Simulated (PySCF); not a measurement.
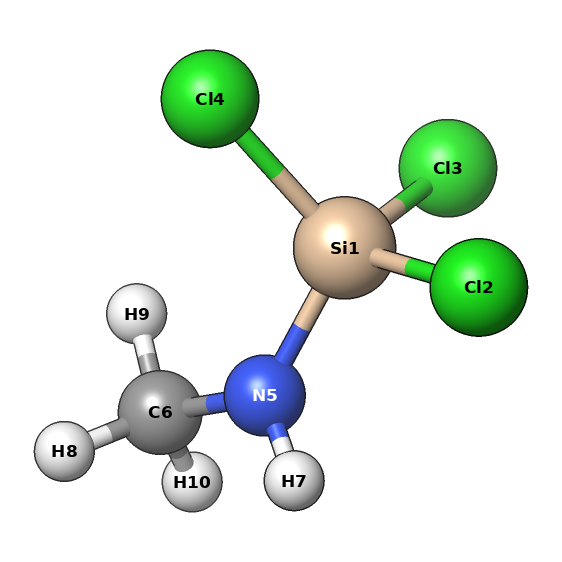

The computed structure is the end point of a PBE0-D3(BJ)/def2-SVP optimisation. No frequency run is at hand to confirm it as a minimum. Level of theory: delta-SCF UKS SCAN, pcX-2 on the ionised atom (unc-x2c-TZVPall on a metal), pcseg-1 elsewhere, spin-free X2C (PySCF 2.14.0).

Give the core-electron binding energies (to vacuum; p and d levels without spin–orbit splitting) of Si1 1s, Si1 2p, Cl2 1s, Cl2 2p, N5 1s, C6 1s.

```
atom  level  binding energy (eV)
 Si1     1s               1849.6
 Si1     2p                109.6
 Cl2     1s               2829.1
 Cl2     2p                207.0
  N5     1s                405.4
  C6     1s                292.3
```
